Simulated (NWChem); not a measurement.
**C4H5 (SMILES [CH2]C1C=C1): levels of theory compared**

Aim: a comparison of 4 runs (UHF/STO-3G, UHF/3-21G, UB3LYP/6-31G*) of C4H5. 

The calculation is run with NWChem 7.3.0.

## Step 1: The molecule

C4H5 has 9 atoms, charge 0, and is taken as a doublet. SMILES: `[CH2]C1C=C1`. The coordinates come from a GFN2-xTB relaxation.

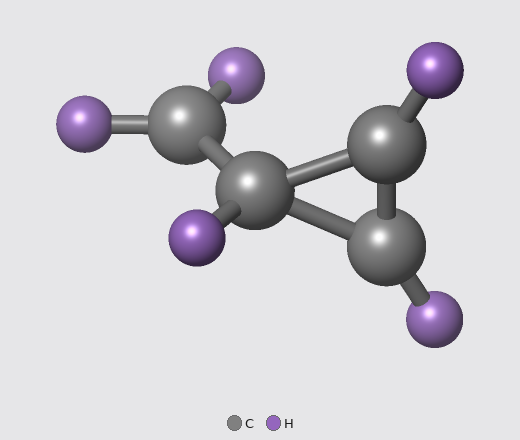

The structure, seen from a chosen angle (carbon grey, hydrogen purple).

## Step 2: Energy and gradient at UHF/STO-3G (run 1)

m1.nw reads:

```
start m1
title "C4H5 gradient"
memory total 2200 mb

geometry units angstroms noautosym nocenter noautoz
 C     -0.413180     1.170730    -0.596680
 C      0.451410     0.088380    -0.247040
 C     -0.123120    -1.291700     0.081690
 C      0.302490    -0.621000     1.101830
 H     -0.080760     1.951860    -1.251180
 H     -1.412600     1.215540    -0.208100
 H      1.445860     0.123980    -0.685670
 H     -0.604650    -2.137930    -0.343870
 H      0.434560    -0.499860     2.149030
end

basis spherical bse
 * library STO-3G
end

scf
 doublet
 uhf
 thresh 1e-08
 maxiter 80
end

task scf gradient
```

Launch:

```console
$ nwchem m1.nw > m1.out
```

Log:

```text
[...]
  functions       =    25
[...]
  wavefunction    = UHF
[...]
         Total SCF energy =   -152.340679620773
      One electron energy =   -409.344149740301
      Two electron energy =    154.126116649760
 Nuclear repulsion energy =    102.877353469768
                       Sz =      0.5000
                 Sz(Sz+1) =      0.7500
                      S^2 =      0.9879
[...]
                         UHF ENERGY GRADIENTS
    atom               coordinates                        gradient
                 x          y          z           x          y          z
   1 C      -0.780797   2.212359  -1.127562    0.028033  -0.038849   0.013682
   2 C       0.853041   0.167014  -0.466838   -0.023388   0.065791  -0.028346
   3 C      -0.232663  -2.440959   0.154372   -0.009928  -0.021075   0.006432
   4 C       0.571623  -1.173520   2.082157   -0.004057  -0.010281   0.015622
   5 H      -0.152614   3.688481  -2.364387   -0.001011  -0.006168   0.003928
   6 H      -2.669427   2.297038  -0.393252    0.006271  -0.001361  -0.001086
   7 H       2.732279   0.234288  -1.295728    0.000297  -0.000344  -0.000500
   8 H      -1.142623  -4.040102  -0.649820    0.005449   0.011096   0.003540
   9 H       0.821199  -0.944598   4.061078   -0.001667   0.001190  -0.013272
[...]
```

Run time: 6 s. Hardware: 1 thread of Intel Xeon Platinum 8488C (Sapphire Rapids), shared host; peak memory 0.098 GiB.

## Step 3: Energy and forces at UHF/3-21G (run 2)

job.nw reads:

```
start job
title "C4H5 gradient"
memory total 2200 mb

geometry units angstrom noautosym nocenter noautoz
 C    -0.413180    1.170730   -0.596680
 C     0.451410    0.088380   -0.247040
 C    -0.123120   -1.291700    0.081690
 C     0.302490   -0.621000    1.101830
 H    -0.080760    1.951860   -1.251180
 H    -1.412600    1.215540   -0.208100
 H     1.445860    0.123980   -0.685670
 H    -0.604650   -2.137930   -0.343870
 H     0.434560   -0.499860    2.149030
end

basis spherical bse
 * library 3-21G
end

scf
 nopen 1
 uhf
 thresh 1e-08
 maxiter 80
 noprint "final vectors analysis"
end

task scf gradient
```

Launch:

```console
$ nwchem job.nw > job.out
```

Log:

```text
[...]
  functions       =    46
[...]
  wavefunction    = UHF
[...]
         Total SCF energy =   -153.357395748104
      One electron energy =   -409.072903541746
      Two electron energy =    152.838154323874
 Nuclear repulsion energy =    102.877353469768
                       Sz =      0.5000
                 Sz(Sz+1) =      0.7500
                      S^2 =      0.8008
[...]
                         UHF ENERGY GRADIENTS
    atom               coordinates                        gradient
                 x          y          z           x          y          z
   1 C      -0.780797   2.212359  -1.127562    0.015357  -0.019810   0.006704
   2 C       0.853041   0.167014  -0.466838   -0.025534   0.014904   0.002023
   3 C      -0.232663  -2.440959   0.154372   -0.001880  -0.003569  -0.009479
   4 C       0.571623  -1.173520   2.082157    0.004598   0.007383   0.004935
   5 H      -0.152614   3.688481  -2.364387    0.000665  -0.001083   0.000393
   6 H      -2.669427   2.297038  -0.393252    0.000208   0.000138  -0.000023
   7 H       2.732279   0.234288  -1.295728    0.007375   0.000788  -0.003865
   8 H      -1.142623  -4.040102  -0.649820   -0.001344  -0.001150  -0.002754
   9 H       0.821199  -0.944598   4.061078    0.000554   0.002400   0.002066
[...]
```

Run time: 9.9 s. Hardware: 1 thread of Intel Xeon Platinum 8488C (Sapphire Rapids), shared host; peak memory 0.098 GiB.

Run 3 isn't shown in full; the table further down has it.

## Step 4: Energy and forces at UB3LYP/6-31G(d) (Cartesian functions) (run 4)

c4h5.nw reads:

```
start c4h5
memory total 2200 mb

geometry noautosym nocenter noautoz
C       -0.413180       1.170730      -0.596680
C        0.451410       0.088380      -0.247040
C       -0.123120      -1.291700       0.081690
C        0.302490      -0.621000       1.101830
H       -0.080760       1.951860      -1.251180
H       -1.412600       1.215540      -0.208100
H        1.445860       0.123980      -0.685670
H       -0.604650      -2.137930      -0.343870
H        0.434560      -0.499860       2.149030
end

basis "ao basis" cartesian
* library 6-31G*
end

dft
xc b3lyp
mult 2
grid xfine
convergence energy 1e-08
maxiter 100
mulliken
noprint "final vectors analysis"
end

task dft gradient
```

Launch:

```console
$ nwchem c4h5.nw > c4h5.out
```

Log:

```text
[...]
          Wavefunction type:  spin polarized.
          No. of atoms     :     9
          No. of electrons :    29
[...]
          Charge           :     0
          Spin multiplicity:     2
[...]
          AO basis - number of functions:    70
[...]
              XC Information
              --------------
                         B3LYP Method XC Potential
                     Hartree-Fock (Exact) Exchange  0.200
                        Slater Exchange Functional  0.800 local
                    Becke 1988 Exchange Functional  0.720 non-local
              Lee-Yang-Parr Correlation Functional  0.810
                  VWN I RPA Correlation Functional  0.190 local
[...]
 d= 0,ls=0.0,diis     1   -155.2194997785 -2.58D+02  4.32D-03  1.10D-01     5.0
[...]
 d= 0,ls=0.0,diis    10   -155.2698682971 -8.06D-09  1.74D-06  1.28D-08    45.3
[...]
         Total DFT energy =     -155.269868297071
      One electron energy =     -411.010324187681
           Coulomb energy =      176.384990366992
    Exchange-Corr. energy =      -23.521887946150
 Nuclear repulsion energy =      102.877353469768
[...]
      Total Density - Mulliken Population Analysis
     ---------------------------------------------
    Atom       Charge   Shell Charges
 -----------   ------   -------------------------------------------------------
    1 C    6     6.31   1.99  0.70  2.04  0.59  0.97  0.01
    2 C    6     6.11   1.99  0.69  2.09  0.53  0.78  0.03
    3 C    6     6.13   1.99  0.70  2.06  0.57  0.79  0.02
    4 C    6     6.13   1.99  0.70  2.06  0.57  0.79  0.02
    5 H    1     0.86   0.53  0.33
    6 H    1     0.87   0.53  0.34
    7 H    1     0.87   0.54  0.33
    8 H    1     0.86   0.52  0.33
    9 H    1     0.86   0.52  0.33
[...]
      <S2> =      0.7559 (Exact =     0.7500)
[...]
  wavefunction    = open shell
                         DFT ENERGY GRADIENTS
    atom               coordinates                        gradient
                 x          y          z           x          y          z
   1 C      -0.780797   2.212359  -1.127562    0.004711  -0.007907   0.003308
   2 C       0.853041   0.167014  -0.466838   -0.006498   0.012325  -0.005629
   3 C      -0.232663  -2.440959   0.154372   -0.007786  -0.009673  -0.007367
   4 C       0.571623  -1.173520   2.082157    0.001043   0.004306   0.014068
   5 H      -0.152614   3.688481  -2.364387   -0.002011  -0.007616   0.005838
   6 H      -2.669427   2.297038  -0.393252    0.008437  -0.000917  -0.002927
   7 H       2.732279   0.234288  -1.295728   -0.003989  -0.000190   0.001784
   8 H      -1.142623  -4.040102  -0.649820    0.006910   0.010913   0.004696
   9 H       0.821199  -0.944598   4.061078   -0.000816  -0.001242  -0.013771
[...]
```

Wall time 52 s (1 thread of Intel Xeon Platinum 8488C (Sapphire Rapids), shared host); peak memory 0.14 GiB.

## Step 5: Overview of the runs

```
run                                level  iteration cap  module  energy (Eh)  dipole moment (D)   ⟨S²⟩  largest force (eV/Å)  wall time
  1                           UHF/STO-3G             80     scf  -152.340680               0.49  0.988                 3.875        6 s
  2                            UHF/3-21G             80     scf  -153.357396               0.56  0.801                 1.524      9.9 s
  3  UB3LYP/6-31G* (spherical functions)            100     dft  -155.266872               0.61  0.756                 0.791       49 s
  4  UB3LYP/6-31G* (Cartesian functions)            100     dft  -155.269868               0.61  0.756                 0.773       52 s
```

## Step 6: Outcome

| quantity | value |
| --- | --- |
| run 4: total energy | -155.26987 Eh |
| run 4: dipole moment | 0.61 D |
| run 4: ⟨S²⟩ | 0.756 |
| run 4: largest force on an atom | 0.773 eV/Å |

The dipole moment (its size) runs from 0.49 D (UHF/STO-3G) to 0.61 D (UB3LYP/6-31G*). The two ends differ in method and basis. In run 1 the basis is minimal, so the values are rough. Spin contamination of the reference: run 1 ⟨S²⟩ = 0.99. All runs together took 2 min, the longest 52 s.
